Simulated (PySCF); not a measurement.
## A study: CH7NSi, SMILES `CN[SiH3]`

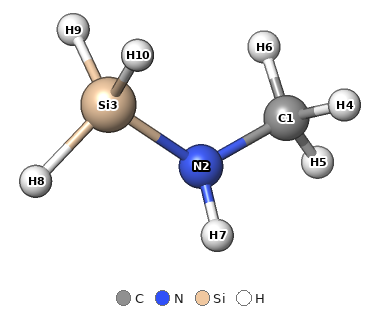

The molecule, with its atoms numbered as below. No frequency check shows the geometry to be a minimum.

Geometry (Å), atoms numbered from 1:

```
C1       1.6766    0.2601    0.0200
N2       0.4844   -0.5450   -0.0849
Si3     -1.1037    0.1052    0.0053
H4       1.9608    0.4642    1.0595
H5       2.5134   -0.2399   -0.4727
H6       1.5014    1.2128   -0.4757
H7       0.6334   -1.4719    0.2847
H8      -1.9693   -1.0428   -0.2502
H9      -1.1710    1.1316   -1.0356
H10     -1.4666    0.7272    1.2908
```

Part 1: Bonding charge

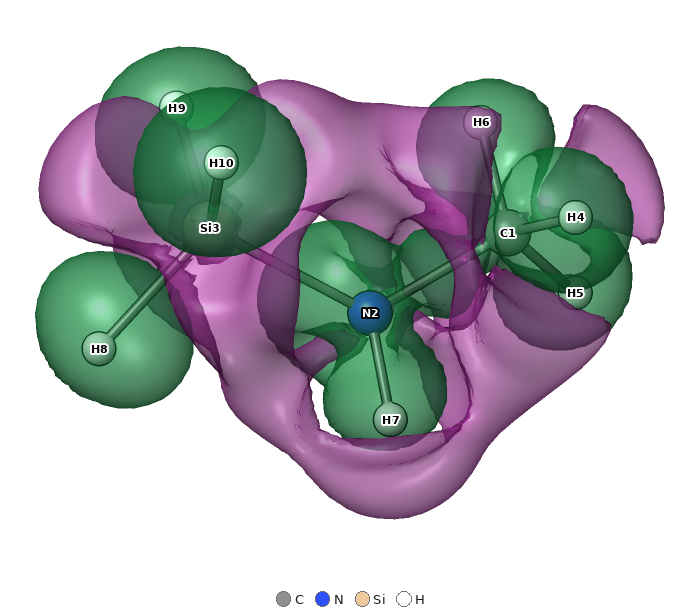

Deformation density (molecule less spherical, spin-averaged free atoms at the same positions), surfaces at ±0.04 e/Å³; green: gain, purple: loss.

PySCF calculation, B3LYP/cc-pVDZ, gas phase; geometry: GFN2-xTB.

How much density has each bond gained at its critical point, relative to the free atoms?

Answer. N2–H7: +0.78 e/Å³ at the bond critical point (bond length 1.01 Å, Mayer order 1.0). C1–H6: +0.69 e/Å³ at the bond critical point (bond length 1.09 Å, Mayer order 1.0). C1–H5: +0.68 e/Å³ at the bond critical point (bond length 1.09 Å, Mayer order 1.0). C1–H4: +0.67 e/Å³ at the bond critical point (bond length 1.10 Å, Mayer order 1.0). C1–N2: +0.27 e/Å³ at the bond critical point (bond length 1.44 Å, Mayer order 1.1). Si3–H9: +0.15 e/Å³ at the bond critical point (bond length 1.46 Å, Mayer order 0.9). Si3–H8: +0.15 e/Å³ at the bond critical point (bond length 1.46 Å, Mayer order 1.0). Si3–H10: +0.14 e/Å³ at the bond critical point (bond length 1.47 Å, Mayer order 0.9). N2–Si3: +0.06 e/Å³ at the bond critical point (bond length 1.72 Å, Mayer order 1.2); up to 0.6 Å beside the axis the gain reaches +0.37 e/Å³. In all, 2.2 electrons gather in the regions of gain relative to the promolecule. A small or negative value marks a very polar bond, one between electron-rich atoms, whose free-atom densities already overlap strongly, a long bond to a heavier atom, or a closed-shell contact such as a hydrogen bond.

Where do the Hirshfeld charges lie?

Answer. The highest Hirshfeld charge is on Si3 (+0.35 e), the lowest on N2 (−0.23 e).

```csv
atom,charge (e)
C1,−0.05
N2,−0.23
Si3,+0.35
H4,+0.03
H5,+0.04
H6,+0.04
H7,+0.11
H8,−0.09
H9,−0.09
H10,−0.10
```

Part 2: Local ionisation energy

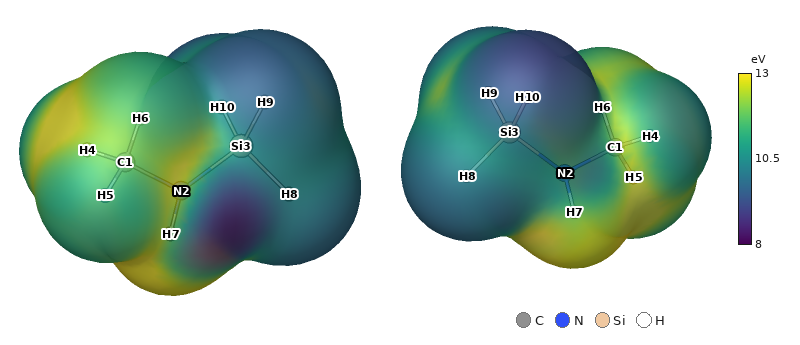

Average local ionisation energy on the surface of electron density 0.001 a.u. (back view left, front view right).

Locate the minima of the map.

Answer. The lowest value is 8.0 eV, off the N2–H7 bond (1.9 to 2.1 Å from its atoms). Further minima include 9.0 eV, 1.5 Å from H10; 9.5 eV, 1.5 Å from H9; 9.7 eV, 1.4 Å from H8. For comparison, the highest occupied orbital lies at −6.2 eV.

Part 3: Localised orbitals

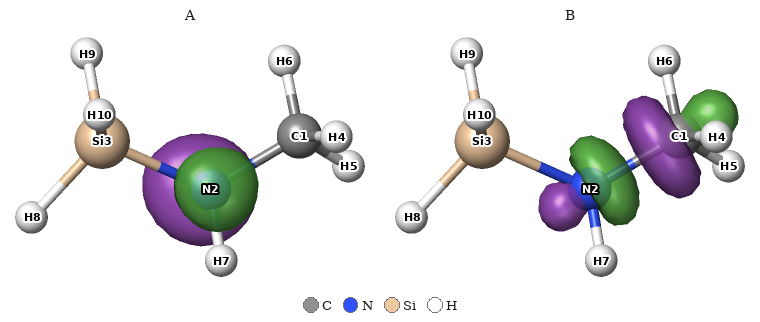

Intrinsic bond orbitals (IBO), occupied and valence-virtual; each surface holds about 70 % of the orbital's density. Energies are diagonal elements of the Fock matrix.

PySCF calculation, B3LYP/def2-SVP, gas phase; geometry: GFN2-xTB.

Name the orbitals, with their atomic make-up and energies.

Answer. By panel:
- A: lone pair on N2 (sp15.7-type) (N2 92 %, Si3 4 %; −7.4 eV)
- B: σ* orbital C1–N2 (C1 57 %, N2 43 %; 9.6 eV)

How do all the valence pairs divide up?

Answer. 10 pairs: 9 σ bonds and 1 lone pair.

Part 4: Stretching a bond

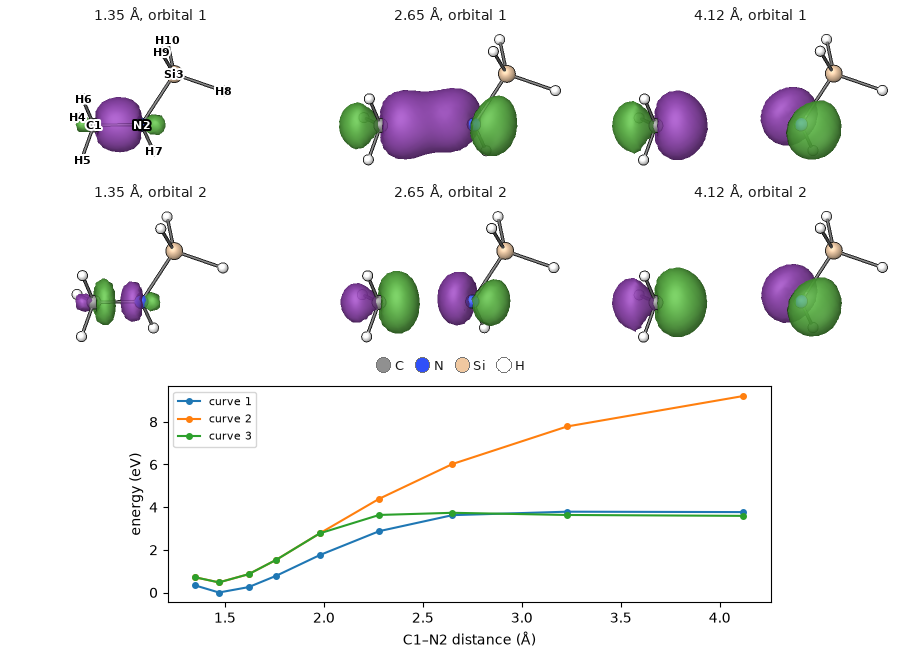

Rigid stretch of the C1–N2 bond. The two CASSCF(2,2) natural orbitals nearest half filling (orbital 1 the more occupied). Below: energies along the scan, from the lowest point of the three curves.

PySCF calculation, 6-31G* basis, gas phase; geometry: GFN2-xTB.

How do the occupations change along the stretch?

Answer. 1.35 Å: 1.99 and 0.01; 2.65 Å: 1.53 and 0.47; 4.12 Å: 1.03 and 0.97. At the longest distance computed (4.12 Å) they are 1.03 and 0.97, and the effective number of unpaired electrons is 2.0.

Which curve is which method?

Answer. Curve 1 is CASSCF(2,2). Curve 2 is RHF. Curve 3 is UHF. RHF rises too steeply because it keeps both electrons in one orbital and so mixes in ionic fragments.

Where does the UHF solution part from RHF?

Answer. Between 1.76 Å (⟨S²⟩ = 0, the two coincide) and 1.98 Å (⟨S²⟩ = 0.05); at 4.12 Å ⟨S²⟩ is 1.01 and UHF lies 5.6 eV below RHF.

How much energy does the stretch cost?

Answer. By CASSCF, 3.8 eV from the lowest point of the scan (1.47 Å) to 4.12 Å; RHF gives 8.7 eV from its own lowest point. The fragments aren't relaxed and dynamic correlation is missing, so this isn't a bond dissociation energy.
